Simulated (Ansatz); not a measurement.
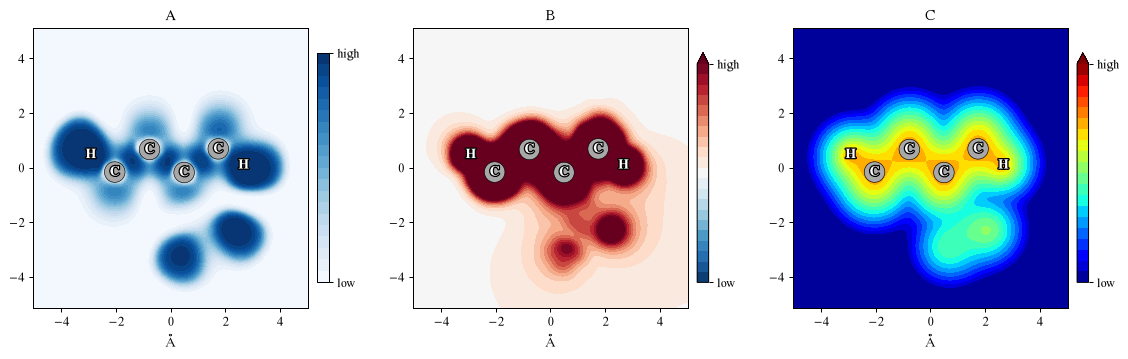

C$_{6}$H$_{12}$O (SMILES CCC(C)C(C)=O): 3 fields on the plane of atoms C1, C2 and C3, with unlabelled colour scales. Grey discs cover the atomic cores.

Geometry: PBE0-D4/def2-TZVP.

All numbers below come from RKS PBE0-D4/def2-TZVPP (Ansatz 0.2.0).

Which field does each panel show? The fields are: electron density, electron localisation function and electrostatic potential.

Answer. Panel A: electron localisation function. Panel B: electrostatic potential (strongly positive close to the atoms and fading to about zero outside). Panel C: electron density. From the grid: C–C (1.52 Å): ρ is about 1.7 e/Å³ halfway; the ELF peaks at about 0.95 between the atoms: a covalent bond. C–H (1.09 Å): ρ is about 2 e/Å³ halfway; the ELF climbs to about 1 towards the hydrogen, as it does in any bond to H: a covalent bond by its length.
